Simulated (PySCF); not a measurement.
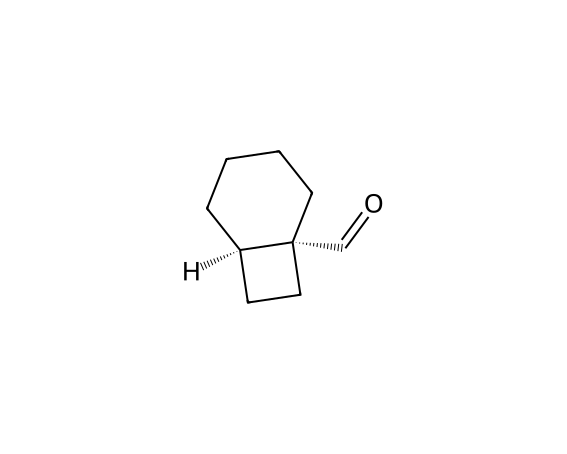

2D structure.

Transcribe the drawing into SMILES.

O=C[C@@]12CCCC[C@@H]1CC2

What is the molecular formula?

C9H14O.

An optimisation with PBE0-D3(BJ)/def2-SVP gave a structure of which point group?

C1.

The parts below concern this one geometry. Atoms keep their numbers from picture to picture. The computed structure is the end point of a PBE0-D3(BJ)/def2-SVP optimisation. No frequency run is at hand to confirm it as a minimum.

## NMR shielding

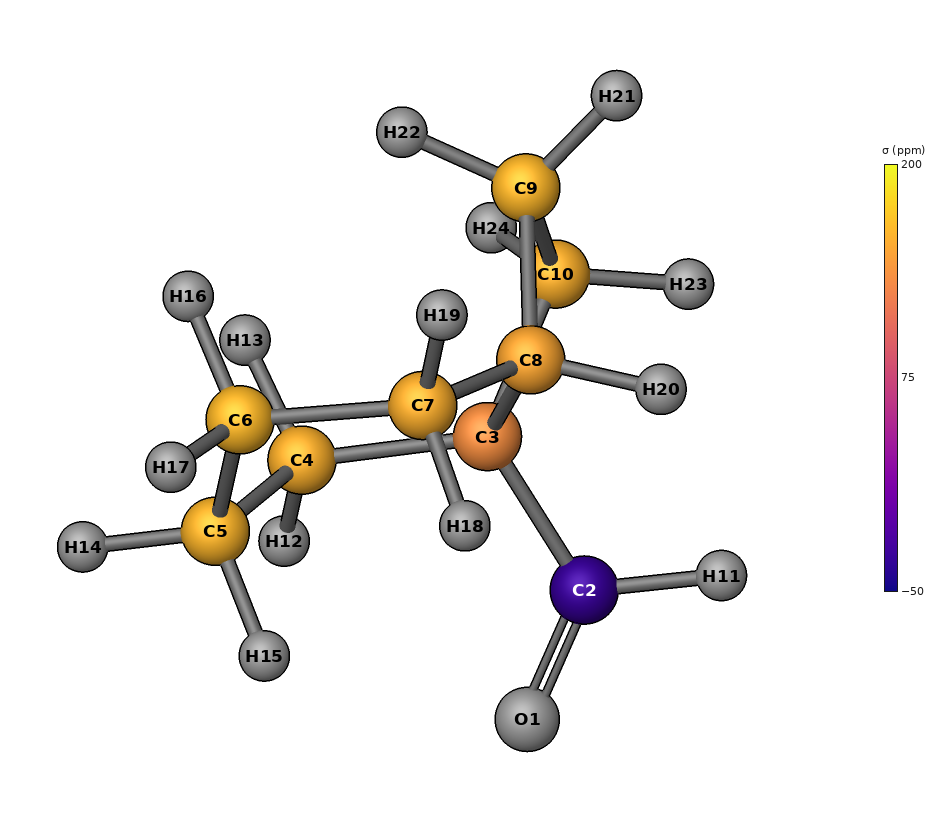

Atoms are coloured by their isotropic NMR shieldings (C only, the others grey). No frequency run is at hand to confirm it as a minimum. Properties computed with GIAO PBE0/pcSseg-1 NMR shielding, non-relativistic, IEF-PCM dichloromethane (PySCF 2.14.0).

Give the isotropic NMR shieldings of the C atoms atom by atom.

```json
{"atom": "C2", "σ (ppm)": "−28.9"}
{"atom": "C3", "σ (ppm)": "134.4"}
{"atom": "C4", "σ (ppm)": "157.5"}
{"atom": "C5", "σ (ppm)": "160.4"}
{"atom": "C6", "σ (ppm)": "161.9"}
{"atom": "C7", "σ (ppm)": "156.4"}
{"atom": "C8", "σ (ppm)": "150.3"}
{"atom": "C9", "σ (ppm)": "161.8"}
{"atom": "C10", "σ (ppm)": "158.0"}
```

## Quadrupole coupling

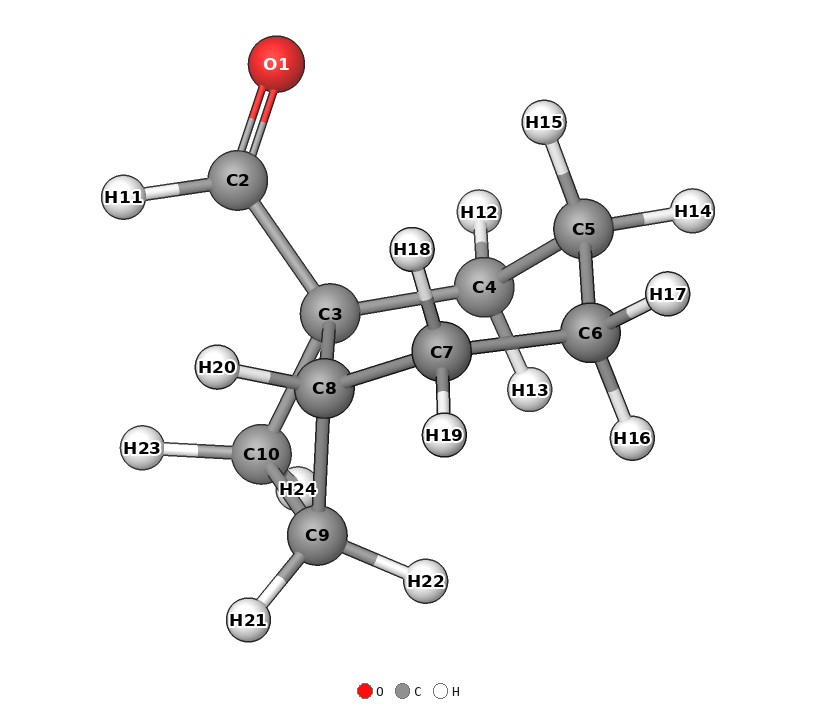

No frequency run is at hand to confirm it as a minimum. Electric field gradients from the ground-state density, PBE0/pcSseg-1 in dichloromethane (IEF-PCM) (PySCF 2.14.0), non-relativistic apart from any core potentials.

Give the largest field-gradient component, the quadrupole coupling constant and the asymmetry for 17O at O1 (Q = −25.6 mb), 2H at H11 (Q = 2.86 mb), 2H at H12 (Q = 2.86 mb), 2H at H13 (Q = 2.86 mb), 2H at H14 (Q = 2.86 mb).

| atom | V_zz (a.u.) | e²qQ/h (MHz) | η |
| --- | --- | --- | --- |
| O1 | −1.948 | 11.72 | 0.51 |
| H11 | 0.239 | 0.161 | 0.00 |
| H12 | 0.287 | 0.193 | 0.05 |
| H13 | 0.283 | 0.190 | 0.03 |
| H14 | 0.289 | 0.194 | 0.02 |

## Bond orders

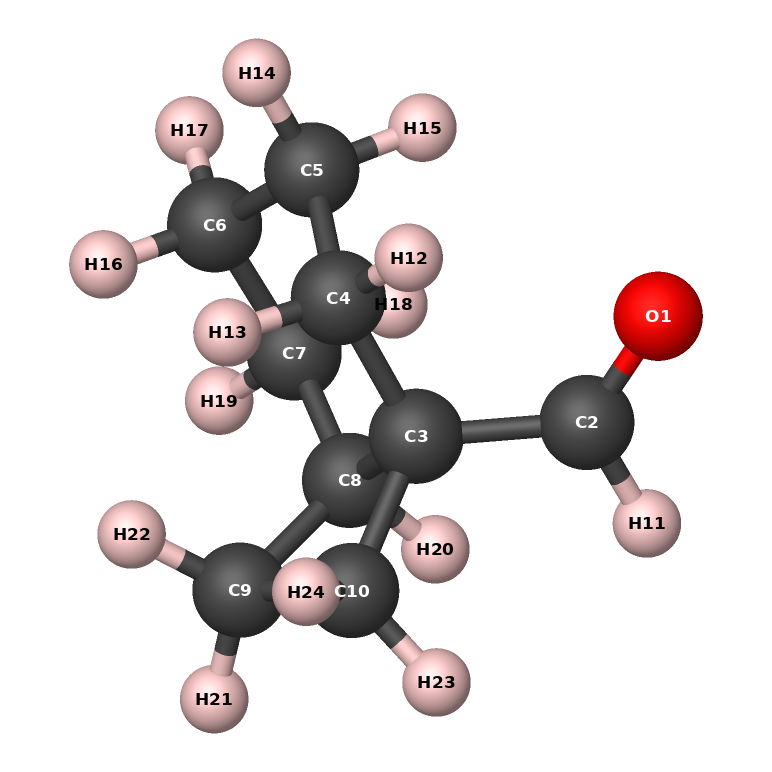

Every bond is drawn as one stick. No frequency run is at hand to confirm it as a minimum. Method: PBE0/pcSseg-1 in dichloromethane (IEF-PCM) (PySCF 2.14.0).

Which bond between heavy atoms has the highest Mayer bond order?

O1–C2, 2.00, at a length of 1.202 Å.

List the Mayer bond orders of O1–C2, C2–C3, C3–C4, C3–C8, C3–C10, C4–C5, C5–C6, C6–C7, C7–C8, C8–C9, C9–C10 (bonds between heavy atoms, one of each equivalent set).

```csv
bond,Mayer order,length (Å)
O1–C2,2.00,1.202
C2–C3,0.96,1.503
C3–C4,0.98,1.528
C3–C8,0.92,1.564
C3–C10,0.98,1.552
C4–C5,1.04,1.523
C5–C6,1.04,1.524
C6–C7,1.03,1.525
C7–C8,1.04,1.518
C8–C9,0.99,1.539
C9–C10,1.03,1.538
```
